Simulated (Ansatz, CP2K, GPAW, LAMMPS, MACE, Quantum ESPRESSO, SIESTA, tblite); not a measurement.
## CP2K runs on La2O3 with crystalline order left by the classical run (95 atoms)

Aim: run La2O3 with crystalline order left by the classical run (95 atoms) in CP2K and see how near its forces come to a plane-wave reference, and at what cost.

Program: CP2K 2026.2. Level of theory: the method is named at each step. Results are calculated unless marked as measured.

## 1. The starting structure

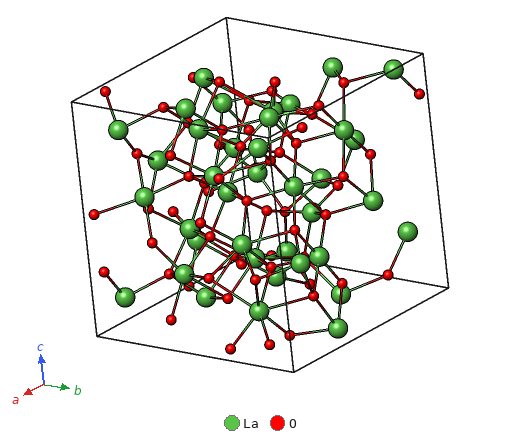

The starting structure, seen slightly off an axis (lanthanum green, oxygen red). Some periodic images of atoms are drawn too.

The cell holds 95 atoms: 38 La and 57 O. Cell: a = 12.168 Å, b = 12.168 Å, c = 12.168 Å, α = 90.0°, β = 90.0°, γ = 90.0°. 95 atoms (38 Nd, 57 O) placed at random at 6.31 g/cm³, melted at 5000 K for 10 ps at fixed volume with the Morse and Coulomb pair potential with partial charges (Pedone, Malavasi, Menziani, Cormack and Segre, J. Phys. Chem. B 110, 11780 (2006)). Quenched from 5000 K to 300 K at 20 K/ps and fixed volume, held 5 ps, then minimised at fixed cell. Then Nd was replaced by La and the cell scaled by 1.023 (the potential has no terms for the new elements, so the cell is a start for a DFT relaxation).

The yardstick, on the same geometry:

```
method                                           : Kohn-Sham DFT, PBE, PAW, plane waves (Ansatz 0.2.0); cutoff 420 eV, Γ point, fermi-dirac smearing of 0.05 eV; PAW set soft_2
r.m.s. force component                           : 0.2629 eV/Å
longest force                                    : 0.8497 eV/Å
pressure                                         : 0.07016 GPa
gap (highest filled to lowest empty level) : 3.123 eV
SCF cycles                                       : 11
time                                             : 24 s on 8 threads of Arm Neoverse V2, shared host
CPU time                                         : 2.9 min
```

## 2. PBE, DZVP-MOLOPT-SR, 600/50 Ry, OT DIIS

Method: Kohn-Sham DFT, PBE, GTH-PBE pseudopotentials, Gaussian and plane waves, DZVP-MOLOPT-SR-GTH, orbital transformation.

The input, input.inp:

```
&GLOBAL
  PROJECT cell
  RUN_TYPE ENERGY_FORCE
  PRINT_LEVEL LOW
&END GLOBAL
&FORCE_EVAL
  METHOD QS
  STRESS_TENSOR ANALYTICAL
  &DFT
    BASIS_SET_FILE_NAME BASIS_MOLOPT
    BASIS_SET_FILE_NAME BASIS_MOLOPT_UCL
    POTENTIAL_FILE_NAME GTH_POTENTIALS
    &MGRID
      CUTOFF 600
      REL_CUTOFF 50
      NGRIDS 5
    &END MGRID
    &QS
      EPS_DEFAULT 1.0E-12
    &END QS
    &SCF
      SCF_GUESS ATOMIC
      EPS_SCF 1.0E-06
      MAX_SCF 30
      &OT
        MINIMIZER DIIS
        PRECONDITIONER FULL_ALL
        ENERGY_GAP 0.001
      &END OT
      &OUTER_SCF
        EPS_SCF 1.0E-06
        MAX_SCF 8
      &END OUTER_SCF
      &PRINT
        &RESTART OFF
        &END RESTART
      &END PRINT
    &END SCF
    &XC
      &XC_FUNCTIONAL PBE
      &END XC_FUNCTIONAL
    &END XC
    &PRINT
      &MULLIKEN ON
      &END MULLIKEN
      &LOWDIN ON
      &END LOWDIN
      &MO_CUBES
        NHOMO 1
        NLUMO 4
        WRITE_CUBE F
      &END MO_CUBES
    &END PRINT
  &END DFT
  &SUBSYS
    &CELL
      A 12.16777 0.00000 0.00000
      B 0.00000 12.16777 0.00000
      C 0.00000 0.00000 12.16777
    &END CELL
    &COORD
      La 7.64087 3.30623 0.90650
      La 4.58433 0.53477 2.34278
      La 10.63500 2.65306 7.07751
      La 10.85973 1.65506 10.49434
      La 10.21557 6.82819 8.67246
      La 4.59540 5.28836 1.19573
      La 10.41464 4.43832 3.27897
      La 0.95152 5.72250 5.03259
      La 7.21184 6.30327 3.23517
      La 7.69830 4.03982 9.75904
      La 1.20984 11.00867 3.17396
      La 10.39334 8.89878 2.03932
      La 4.45073 3.40965 7.52844
      La 4.49173 9.15552 0.82899
      La 1.51781 3.50359 1.12138
      La 7.26185 9.28291 7.43621
      La 10.54666 10.08343 10.74134
      La 1.39418 8.45039 7.62323
      La 7.29555 8.22383 10.86485
      La 4.35253 7.77715 4.81807
      La 10.48022 11.91164 5.01057
      La 4.65162 2.12632 11.03763
      La 7.49401 5.27205 6.61148
      La 1.60870 11.56790 11.82829
      La 1.52547 2.20091 5.00923
      La 7.39849 2.53844 4.24850
      La 1.36243 4.60173 8.85570
      La 1.17541 7.37671 11.13327
      La 7.58636 11.36640 0.51178
      La 4.35484 11.71124 6.02378
      La 10.68184 0.78969 1.61065
      La 4.54345 6.18877 9.88692
      La 10.19501 8.11310 5.29371
      La 7.43706 1.02976 7.58040
      La 7.33741 10.46842 4.00526
      La 4.39293 10.38872 9.49792
      La 10.29576 5.57089 12.00119
      La 1.51245 0.46639 8.34977
      O 4.78412 7.32390 2.56655
      O 3.50115 2.25298 0.97062
      O 12.11545 0.85174 3.45260
      O 6.38151 1.23333 0.71729
      O 11.57435 4.29656 1.30183
      O 5.60837 8.32105 8.94173
      O 11.24387 6.67463 3.70630
      O 9.28778 3.32277 11.36372
      O 2.91309 0.17607 4.20506
      O 9.39437 1.42582 8.70300
      O 8.82820 10.36864 5.90806
      O 11.56023 9.86392 4.23146
      O 5.97559 11.37321 7.81207
      O 2.21368 7.77338 5.44800
      O 9.61254 0.03906 11.79349
      O 2.51800 5.59717 0.09625
      O 9.12181 2.40739 2.50887
      O 2.73093 9.29131 11.19861
[... 35 atom lines left out ...]
      O 3.23870 0.26185 10.26534
      O 6.21274 2.15284 9.27172
      O 5.93008 10.27945 11.30751
      O 1.96996 4.05710 3.42717
    &END COORD
    &KIND La
      BASIS_SET DZVP-MOLOPT-SR-GTH-q11
      POTENTIAL GTH-PBE-q11
    &END KIND
    &KIND O
      BASIS_SET DZVP-MOLOPT-SR-GTH-q6
      POTENTIAL GTH-PBE-q6
    &END KIND
  &END SUBSYS
  &PRINT
    &FORCES ON
    &END FORCES
    &STRESS_TENSOR ON
    &END STRESS_TENSOR
  &END PRINT
&END FORCE_EVAL
```

Started as:

```bash
OMP_NUM_THREADS=1 mpirun -np 4 cp2k.psmp -i input.inp > output.txt
```

Numbers of over 12 decimals in the logs are rounded to 6 here.

Output:

```text
CP2K| version string:                                       CP2K version 2026.2
 CP2K| Input file name                                                 input.inp
 GLOBAL| Basis set file name                                        BASIS_MOLOPT
 GLOBAL| Potential file name                                      GTH_POTENTIALS
 GLOBAL| Run type                                                   ENERGY_FORCE
 GLOBAL| Total number of message passing processes                             4
 GLOBAL| Number of threads for this process                                    1
 TOTAL NUMBERS AND MAXIMUM NUMBERS
  Total number of            - Atomic kinds:                                   2
                             - Atoms:                                         95
                             - Shell sets:                                    95
                             - Shells:                                       589
                             - Primitive Cartesian functions:                551
                             - Cartesian basis functions:                   1976
                             - Spherical basis functions:                   1729
  Maximum angular momentum of- Orbital basis functions:                        3
                             - Local part of the GTH pseudopotential:          2
                             - Non-local part of the GTH pseudopotential:      3
 SCF PARAMETERS         Density guess:                                    ATOMIC
                        max_scf:                                              30
                        eps_scf:                                        1.00E-06
                        Outer loop SCF in use
                        eps_scf                                         1.00E-06
                        max_scf                                                8
 Extrapolation method: initial_guess
 Number of electrons:                                                        760
[... lines left out ...]
  Step     Update method      Time    Convergence         Total energy    Change
[... lines left out ...]
  Total energy:                                             -2124.389191
[... lines left out ...]
  Step     Update method      Time    Convergence         Total energy    Change
[... lines left out ...]
  Core Hamiltonian energy:                                   1158.429023
  Hartree energy:                                            1877.874933
  Exchange-correlation energy:                               -369.493278
  Total energy:                                             -2124.616494
  outer SCF iter =    2 RMS gradient =   0.45E-02 energy =      -2124.6164943932
  ----------------------------------- OT ---------------------------------------
  Minimizer      : DIIS                : direct inversion
                                         in the iterative subspace
                                         using   7 DIIS vectors
                                         safer DIIS on
  Preconditioner : FULL_ALL            : diagonalization, state selective
  Precond_solver : DEFAULT
  stepsize       :    0.15000000                  energy_gap     :    0.00100000
  eps_taylor     :   0.10000E-15                  max_taylor     :             4
  ----------------------------------- OT ---------------------------------------
  Step     Update method      Time    Convergence         Total energy    Change
[...]
8 OT DIIS     0.15E+00   11.6     0.00000134     -2124.6687191125 -8.76E-07
     9 OT DIIS     0.15E+00   11.6     0.00000078     -2124.6687198679 -7.55E-07
  *** SCF run converged in     9 steps ***
  Electronic density on regular grids:       -760.0000022500       -0.0000022500
  Core density on regular grids:              759.9999999994       -0.0000000006
  Total charge density on r-space grids:       -0.0000022506
  Total charge density g-space grids:          -0.0000022506
  Overlap energy of the core charge distribution:               7.651e-11
  Self energy of the core charge distribution:              -4791.427173
  Core Hamiltonian energy:                                   1159.548878
  Hartree energy:                                            1876.980784
  Exchange-correlation energy:                               -369.771209
  Total energy:                                             -2124.668720
  outer SCF iter =    3 RMS gradient =   0.78E-06 energy =      -2124.6687198679
  outer SCF loop converged in   3 iterations or   69 steps
 !-----------------------------------------------------------------------------!
                     Mulliken Population Analysis
 #  Atom  Element  Kind  Atomic population                           Net charge
       1     La       1          9.916831                              1.083169
       2     La       1          9.800534                              1.199466
       3     La       1          9.855387                              1.144613
[...]
# Total charge                            760.000003                 -0.000003
 !-----------------------------------------------------------------------------!
 LOWDIN POPULATION ANALYSIS
 #  Atom  Element  Kind  Atomic population                           Net charge
[...]
94     O        2          6.791999                             -0.791999
      95     O        2          6.801486                             -0.801486
 # Total charge                            760.000003                 -0.000003
  Eigenvalues of the occupied subspace spin            1
      -0.93344032     -0.93201582     -0.93177105     -0.93088055
      -0.93013785     -0.92922756     -0.92748095     -0.92675098
      -0.92429497     -0.92260800     -0.92058632     -0.91985603
[...]
0.22135414      0.22376827      0.22515926      0.22779451
 Fermi Energy [eV] :    6.198604
  Using OT eigensolver for additional unoccupied orbitals spin            1
  Lowest Eigenvalues of the unoccupied subspace spin            1
 OT| Eigensolver reached convergence in 235 iterations
       0.34130126      0.36042758      0.36335307      0.36810274
 HOMO - LUMO gap [eV] :    3.088676
 ENERGY| Total FORCE_EVAL ( QS ) energy [hartree]          -2124.668721
 FORCES| Atomic forces [hartree/bohr]
 FORCES|   Atom     x               y               z               |f|
 FORCES|      1 -3.19549001E-04 -1.17582154E-02  5.92403401E-03   1.31701146E-02
 FORCES|      2 -1.52669039E-03  1.42408666E-03 -3.94429644E-04   2.12470730E-03
 FORCES|      3 -9.26688199E-04  1.26857124E-02 -1.09783084E-03   1.27668039E-02
[...]
FORCES|     94  2.45761178E-04 -7.52788917E-03  7.74665254E-03   1.08046351E-02
 FORCES|     95 -1.11066339E-02 -8.02810071E-03  4.73607498E-03   1.44995905E-02
 FORCES| Sum    -1.19325328E-03 -1.05387571E-02  9.59326186E-03
 FORCES| Total atomic force                                       1.43010464E-02
 STRESS| Analytical stress tensor [bar]
 STRESS|                        x                   y                   z
 STRESS|      x        6.11203429671E+03   4.75864496882E+03  -5.10565164997E+03
 STRESS|      y        4.75864496882E+03  -6.74878413452E+03   6.77637812409E+03
 STRESS|      z       -5.10565164997E+03   6.77637812409E+03   4.12802837345E+04
 STRESS| 1/3 Trace                                             1.35478446322E+04
```

It took 14 min on 4 MPI ranks of Arm Neoverse V2, shared host; peak memory 7.1 GiB.

Banners, paths, timers and routine set-up lines are dropped from the logs unmarked, and long logs keep their key lines alone; longer cuts are marked.

Numbers from this run, and their distance from the reference:

```
r.m.s. force component                           : 0.2785 eV/Å
r.m.s. difference of force components            : 51.92 meV/Å
longest difference of force vectors              : 195.5 meV/Å
force difference over r.m.s. force               : 19.75 %
slope of forces against the reference's          : 1.042
correlation of force components                  : 0.9833
gap (highest filled to lowest empty level) : 3.089 eV
gap difference                                   : -0.0344 eV
pressure                                         : 1.355 GPa
pressure difference                              : 1.285 GPa
```

Length of the force difference by element (eV/Å):

```tsv
element	atoms	mean	most
La	38	0.058	0.12
O	57	0.099	0.20
```

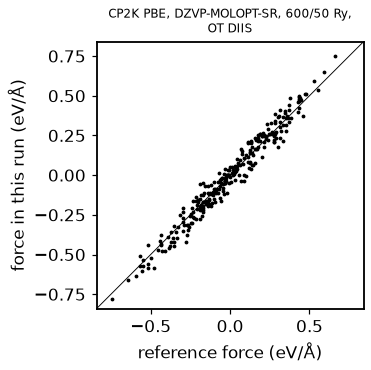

Force components against those of the reference; the line marks equality.

A closer look about La20, which has 4 bonded neighbours where the commonest count for La is 6: 9 atoms, nearest first, numbered in the order of the input, with positions taken from that point.

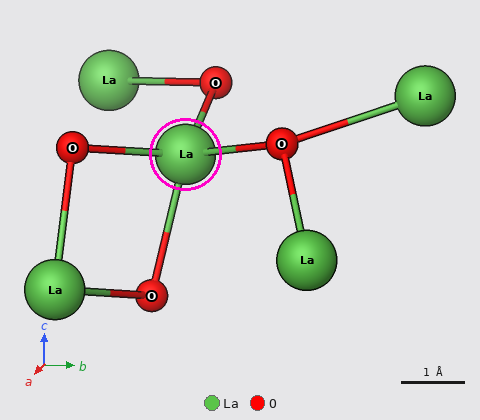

The atoms of the table, within 4.1 Å (arrows a, b, c point along x, y, z); some may hide others; the central atom is ringed.

```tsv
atom	x	y	z	distance (Å)	bonds	Mulliken charge (e)	Fx	Fy	Fz (eV/Å)
La20	0.00	0.00	0.00	0.00	4	1.04	0.26	0.10	-0.16
O64	1.61	-1.48	0.44	2.23	3	-0.70	-0.17	-0.04	-0.06
O52	-2.14	0.00	0.63	2.23	3	-0.75	-0.48	-0.23	0.47
O68	1.20	1.87	0.60	2.30	4	-0.78	-0.05	0.20	0.26
O39	0.43	-0.45	-2.25	2.34	4	-0.78	0.22	-0.27	-0.22
La9	2.86	-1.47	-1.58	3.59	6	1.15	0.21	0.26	-0.56
La8	-3.40	-2.05	0.21	3.98	6	1.13	0.59	0.20	-0.21
La35	2.98	2.69	-0.81	4.10	6	1.13	-0.20	0.00	-0.19
La30	0.00	3.93	1.21	4.11	6	1.15	-0.20	-0.05	-0.40
```

Forces lie 20 % from the reference's, at 19 times its CPU time (on 4 against 8 cores); the SCF took 69 steps, which the time reflects.

The forces add up to 0.74 eV/Å instead of zero, usually a sign of too coarse a grid.

Further runs of this program without a result: CP2K GFN1-xTB, OT DIIS (not converged); CP2K PBE, DZVP-MOLOPT-SR, 600/50 Ry, TRS4 filter 1e-05, SCF 1e-06 (not converged).

## 3. Outcome

```json
{
  "force difference from the reference": "CP2K PBE, DZVP-MOLOPT-SR, 600/50 Ry, OT DIIS, 20 %",
  "its CPU time": "57 min"
}
```

What this shows: The PBE run in local orbitals differs by 20 % (CP2K PBE, DZVP-MOLOPT-SR, 600/50 Ry, OT DIIS); basis, grid and potentials can all enter. At the same functional, the gap of CP2K PBE, DZVP-MOLOPT-SR, 600/50 Ry, OT DIIS lies 0.03 eV below the reference's 3.12 eV. The quench rate of 20 K/ps is many orders above laboratory rates, so the cell is likely richer in defects and strain than a real sample. The network of bonds at the start is that of the classical potential that made the cell, and needn't be the one that DFT or experiment would give. The reference's stress is far from hydrostatic: its diagonal is -0.7, -1.7, 2.7 GPa, compression counted positive. The electronic-structure runs sample only Γ, in a cell whose shortest periodic width is 12 Å. Spin–orbit coupling is left out, which matters for the levels of the heavy elements.

[Also dropped from logs without a mark: logging warnings of Python, and SIESTA's first energy breakdown and zero terms.]

[Logs are printed without paths, hosts, clocks, repeated set-up lines and the standing remarks that a program may print on its own settings, such as how far it seeks lower states.]

[Hosts, paths, dates, database ids (printed as entryN), source tags and the programs' standing remarks are cut or masked in the printed files.]
